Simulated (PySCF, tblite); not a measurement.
# C₆H₅F₃: a rotation path, then NMR shifts on frames, part 2 of 2

tblite 0.8.0 and PySCF 2.14.0. Atoms count from 0. Earlier steps stand in the parts before.

## (5) Nuclear shieldings: image 3, PBE0/pcSseg-1

Job settings and geometry (Å):

```
{"job": {"kind": "nmr", "xc": "PBE0", "basis": "pcSseg-1", "pop": false}, "charge": 0, "multiplicity": 1}
C     -1.426600    -1.522300     0.074800
C     -1.344300    -0.228600    -0.198500
C     -0.173300     0.617200    -0.451800
C     -0.324200     1.698800    -1.230200
C      1.142900     0.429600     0.171600
F      1.828000     1.594000     0.317100
C      1.823000    -0.626600     0.620800
F      3.027000    -0.516600     1.170400
F      1.475100    -1.901800     0.576100
H     -0.585800    -2.181600     0.155600
H     -2.391600    -1.981700     0.208200
H     -2.268000     0.327600    -0.305000
H      0.489700     2.366300    -1.451700
H     -1.272400     1.925200    -1.684500
```

Method: GIAO PBE0/pcSseg-1 NMR shielding, non-relativistic, gas phase.

Output:

```text
coarse grid: 12880 points
cycle   1  E = -530.2747670764  dE =  1.463e+00  |g| = 7.930e-01  |ddm| = 3.591e+00
cycle   2  E = -530.1071511766  dE =  1.676e-01  |g| = 1.259e+00  |ddm| = 1.456e+00
cycle   3  E = -530.3903126078  dE = -2.832e-01  |g| = 1.245e-01  |ddm| = 9.866e-01
cycle   4  E = -530.3927701770  dE = -2.458e-03  |g| = 7.593e-02  |ddm| = 1.858e-01
cycle   5  E = -530.3941321415  dE = -1.362e-03  |g| = 1.906e-02  |ddm| = 7.678e-02
cycle   6  E = -530.3942108429  dE = -7.870e-05  |g| = 5.079e-03  |ddm| = 1.961e-02
cycle   7  E = -530.3942170611  dE = -6.218e-06  |g| = 1.646e-03  |ddm| = 6.274e-03
final grid: 128920 points
cycle   8  E = -530.4675605298  dE = -4.515e-05  |g| = 7.744e-03  |ddm| = 4.182e-02
cycle   9  E = -530.4675472594  dE =  1.327e-05  |g| = 1.134e-02  |ddm| = 1.756e-02
cycle  10  E = -530.4675743076  dE = -2.705e-05  |g| = 1.682e-03  |ddm| = 1.059e-02
cycle  11  E = -530.4675749199  dE = -6.123e-07  |g| = 3.577e-04  |ddm| = 1.426e-03
cycle  12  E = -530.4675749457  dE = -2.581e-08  |g| = 1.581e-04  |ddm| = 4.438e-04
cycle  13  E = -530.4675749504  dE = -4.726e-09  |g| = 3.339e-05  |ddm| = 1.467e-04
cycle  14  E = -530.4675749506  dE = -2.343e-10  |g| = 1.162e-05  |ddm| = 4.168e-05
converged SCF energy = -530.4675749506

GIAO shielding tensors (ppm)
atom      isotropic    diamagn.    paramagn.     s11        s22        s33       span
  0 C       62.146     255.696    -193.550    -45.212     61.902    169.748    214.961
  1 C       44.827     253.149    -208.321    -67.805     60.107    142.180    209.985
  2 C       44.096     258.247    -214.151    -66.820     51.959    147.148    213.968
  3 C       55.054     250.385    -195.331    -48.731     51.170    162.724    211.456
  4 C       48.889     248.222    -199.333     13.821     43.882     88.964     75.143
  5 F      349.341     472.082    -122.741    305.994    353.019    389.010     83.016
  6 C       17.289     249.731    -232.443    -35.998     31.491     56.373     92.371
  7 F      269.952     469.487    -199.535    262.489    267.899    279.469     16.980
  8 F      284.370     475.756    -191.387    251.360    295.159    306.591     55.231
  9 H       25.690      32.704      -7.015     22.208     25.906     28.955      6.747
 10 H       26.117      28.861      -2.744     24.151     25.344     28.858      4.707
 11 H       24.933      31.255      -6.322     22.487     23.815     28.498      6.011
 12 H       25.543      30.319      -4.776     22.228     23.866     30.536      8.307
 13 H       25.932      30.315      -4.383     23.164     25.136     29.495      6.331
```

It took 42 s on 1 thread of Arm Neoverse N1, shared host; peak memory 0.83 GiB.

This run: δ C6 169.6, C2 142.8, C1 142.1, C4 138.0, H11 6.78, H12 6.17 ppm.

## (6) NMR shieldings: image 5, PBE0/pcSseg-1

Job settings and geometry (Å):

```
{"job": {"kind": "nmr", "xc": "PBE0", "basis": "pcSseg-1", "pop": false}, "charge": 0, "multiplicity": 1}
C     -1.396200    -1.368800     0.409300
C     -1.372100    -0.221000    -0.255700
C     -0.205100     0.627300    -0.471600
C     -0.209100     1.624500    -1.357600
C      1.000700     0.422400     0.364700
F      1.268200     1.415000     1.240600
C      1.834600    -0.608400     0.315000
F      2.914200    -0.772100     1.067700
F      1.695800    -1.623600    -0.530300
H     -0.520100    -1.804900     0.857000
H     -2.308500    -1.929800     0.513200
H     -2.280400     0.161800    -0.701600
H      0.653200     2.248500    -1.516100
H     -1.075800     1.828700    -1.961800
```

With the program's defaults for keys left out, this is: GIAO PBE0/pcSseg-1 NMR shielding, non-relativistic, gas phase.

Output:

```text
coarse grid: 12880 points
cycle   1  E = -530.2923566400  dE =  1.441e+00  |g| = 7.640e-01  |ddm| = 3.541e+00
cycle   2  E = -530.1778624032  dE =  1.145e-01  |g| = 1.147e+00  |ddm| = 1.346e+00
cycle   3  E = -530.3961732505  dE = -2.183e-01  |g| = 9.906e-02  |ddm| = 8.678e-01
cycle   4  E = -530.3977288426  dE = -1.556e-03  |g| = 4.812e-02  |ddm| = 1.315e-01
cycle   5  E = -530.3981722453  dE = -4.434e-04  |g| = 1.437e-02  |ddm| = 5.479e-02
cycle   6  E = -530.3982113417  dE = -3.910e-05  |g| = 4.490e-03  |ddm| = 1.486e-02
cycle   7  E = -530.3982163846  dE = -5.043e-06  |g| = 1.356e-03  |ddm| = 5.080e-03
final grid: 128920 points
cycle   8  E = -530.4712094905  dE = -4.666e-05  |g| = 8.066e-03  |ddm| = 3.603e-02
cycle   9  E = -530.4711973495  dE =  1.214e-05  |g| = 1.146e-02  |ddm| = 1.784e-02
cycle  10  E = -530.4712241463  dE = -2.680e-05  |g| = 1.646e-03  |ddm| = 1.058e-02
cycle  11  E = -530.4712247299  dE = -5.836e-07  |g| = 3.798e-04  |ddm| = 1.424e-03
cycle  12  E = -530.4712247599  dE = -2.998e-08  |g| = 1.631e-04  |ddm| = 4.403e-04
cycle  13  E = -530.4712247653  dE = -5.383e-09  |g| = 3.031e-05  |ddm| = 1.615e-04
cycle  14  E = -530.4712247655  dE = -1.934e-10  |g| = 8.027e-06  |ddm| = 3.388e-05
converged SCF energy = -530.4712247655

GIAO shielding tensors (ppm)
atom      isotropic    diamagn.    paramagn.     s11        s22        s33       span
  0 C       61.552     255.506    -193.954    -47.427     61.902    170.181    217.608
  1 C       44.963     252.658    -207.695    -66.241     54.983    146.147    212.388
  2 C       41.809     260.532    -218.723    -71.613     48.996    148.045    219.658
  3 C       52.250     250.995    -198.746    -53.449     53.878    156.320    209.769
  4 C       52.851     248.586    -195.735      6.772     59.499     92.282     85.511
  5 F      343.836     472.332    -128.496    299.261    354.698    377.548     78.288
  6 C       19.315     251.491    -232.176    -44.569     44.567     57.947    102.517
  7 F      275.275     470.416    -195.141    253.962    280.833    291.031     37.070
  8 F      292.789     475.852    -183.063    258.750    304.278    315.340     56.590
  9 H       26.051      32.555      -6.503     23.576     24.907     29.671      6.095
 10 H       25.991      28.689      -2.699     24.304     25.015     28.653      4.350
 11 H       25.003      31.400      -6.397     23.324     23.765     27.920      4.596
 12 H       25.663      29.735      -4.072     22.052     24.609     30.329      8.277
 13 H       25.719      30.389      -4.670     22.804     25.114     29.240      6.435
```

Wall time 42 s (1 thread of Arm Neoverse N1, shared host); peak memory 0.83 GiB.

In short: δ C6 167.6, C2 145.1, C1 142.0, C3 134.7, H11 6.71, H12 6.05 ppm.

## (7) NMR shieldings: image 8, PBE0/pcSseg-1

Job settings and geometry (Å):

```
{"job": {"kind": "nmr", "xc": "PBE0", "basis": "pcSseg-1", "pop": false}, "charge": 0, "multiplicity": 1}
C     -1.756900    -1.153000     0.677500
C     -1.516500    -0.146800    -0.153900
C     -0.206800     0.427300    -0.447200
C     -0.024300     1.253600    -1.482400
C      0.918500     0.084900     0.436800
F      0.670100     0.041300     1.762500
C      2.164300    -0.174200     0.044100
F      3.177200    -0.468400     0.847300
F      2.556700    -0.196200    -1.223800
H     -0.984500    -1.647600     1.240800
H     -2.757200    -1.521600     0.824900
H     -2.330100     0.302700    -0.706600
H      0.928600     1.697600    -1.707000
H     -0.839700     1.499900    -2.140000
```

Method: GIAO PBE0/pcSseg-1 NMR shielding, non-relativistic, gas phase.

Output:

```text
coarse grid: 12880 points
cycle   1  E = -530.2901346828  dE =  1.455e+00  |g| = 7.767e-01  |ddm| = 3.562e+00
cycle   2  E = -530.1593362669  dE =  1.308e-01  |g| = 1.186e+00  |ddm| = 1.393e+00
cycle   3  E = -530.4002386941  dE = -2.409e-01  |g| = 9.477e-02  |ddm| = 9.017e-01
cycle   4  E = -530.4016862486  dE = -1.448e-03  |g| = 4.784e-02  |ddm| = 1.194e-01
cycle   5  E = -530.4021197658  dE = -4.335e-04  |g| = 1.274e-02  |ddm| = 4.962e-02
cycle   6  E = -530.4021467312  dE = -2.697e-05  |g| = 4.487e-03  |ddm| = 1.339e-02
cycle   7  E = -530.4021515905  dE = -4.859e-06  |g| = 1.181e-03  |ddm| = 5.244e-03
final grid: 128920 points
cycle   8  E = -530.4748902107  dE = -4.356e-05  |g| = 7.417e-03  |ddm| = 3.354e-02
cycle   9  E = -530.4748805205  dE =  9.690e-06  |g| = 1.038e-02  |ddm| = 1.637e-02
cycle  10  E = -530.4749030641  dE = -2.254e-05  |g| = 1.647e-03  |ddm| = 9.789e-03
cycle  11  E = -530.4749036279  dE = -5.637e-07  |g| = 3.440e-04  |ddm| = 1.370e-03
cycle  12  E = -530.4749036517  dE = -2.382e-08  |g| = 1.552e-04  |ddm| = 3.898e-04
cycle  13  E = -530.4749036563  dE = -4.613e-09  |g| = 3.261e-05  |ddm| = 1.494e-04
cycle  14  E = -530.4749036565  dE = -2.290e-10  |g| = 9.115e-06  |ddm| = 3.760e-05
converged SCF energy = -530.4749036565

GIAO shielding tensors (ppm)
atom      isotropic    diamagn.    paramagn.     s11        s22        s33       span
  0 C       58.859     254.670    -195.811    -50.969     59.212    168.333    219.301
  1 C       45.483     251.698    -206.216    -65.029     57.314    144.163    209.192
  2 C       43.624     261.264    -217.640    -65.324     49.269    146.926    212.250
  3 C       58.068     251.826    -193.758    -43.261     61.271    156.195    199.455
  4 C       48.731     247.550    -198.819     12.903     48.191     85.098     72.195
  5 F      361.025     474.292    -113.266    299.534    369.078    414.463    114.929
  6 C       17.017     251.945    -234.928    -43.931     37.784     57.197    101.128
  7 F      271.210     470.268    -199.059    251.132    273.795    288.703     37.571
  8 F      287.790     475.233    -187.443    247.568    293.866    321.935     74.367
  9 H       25.756      31.813      -6.057     22.622     24.501     30.146      7.524
 10 H       25.907      28.236      -2.328     23.826     25.207     28.690      4.864
 11 H       25.181      31.076      -5.894     23.308     24.204     28.031      4.722
 12 H       25.975      30.809      -4.834     22.780     24.592     30.552      7.773
 13 H       25.935      30.560      -4.625     23.341     25.060     29.404      6.063
```

It took 43 s on 1 thread of Arm Neoverse N1, shared host; peak memory 0.82 GiB.

In short: δ C6 169.9, C2 143.3, C1 141.4, C4 138.2, H11 6.54, H9 5.96 ppm.

## (8) Side by side: NMR shifts

Shifts (ppm) of some atoms, chosen among heavy atoms and hydrogens apart, with basis size and wall time:

```csv
frame,C4,C3,H12,H13,F7,F8,F5,functions,time
image 0,136.5,126.2,5.99,5.73,-99.4,-100.6,-188.0,178,43 s
image 1,137.3,124.6,6.05,5.56,-97.2,-100.3,-194.3,178,42 s
image 3,138.0,131.9,6.17,5.79,-99.0,-113.4,-178.4,178,42 s
image 5,134.1,134.7,6.05,6.00,-104.3,-121.8,-172.9,178,42 s
image 8,138.2,128.9,5.74,5.78,-100.3,-116.8,-190.1,178,43 s
```

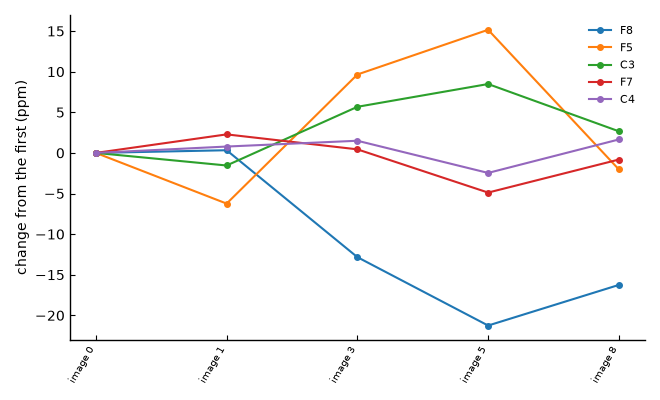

How five of the tabulated atoms move from run to run.

## (9) Summary of results

The summary covers parts 1 to 2.

| quantity | value |
| --- | --- |
| barrier | 0.185 eV (4.3 kcal/mol) at image 3 |
| end to end (GFN2-xTB) | 0.003 eV |
| 13C shifts against TMS (PBE0/pcSseg-1, image 0) | 167.7, 143.6, 139.6, 136.5, 127.5, 126.2 ppm |
| 1H shifts against TMS (PBE0/pcSseg-1, image 0) | 6.61, 5.99, 5.75, 5.73, 5.64 ppm |
| 19F shifts against CFCl3 (PBE0/pcSseg-1, image 0) | -99.4, -100.6, -188.0 ppm |
| range of the shift of F8 | -121.8 to -100.3 ppm |

What this shows: Along the band the dihedral turns by 171°, and the top (dihedral 210°) lies 4.3 kcal/mol above the start (GFN2-xTB, rough), so at room temperature this motion is fast. The top was not checked by a frequency run. Shifts at one fixed geometry are not the observed spectrum, which averages over the motion. In ppm, F8 moves most: its shift spreads over 21.6 ppm, from -121.8 (image 5) to -100.3 (image 1).
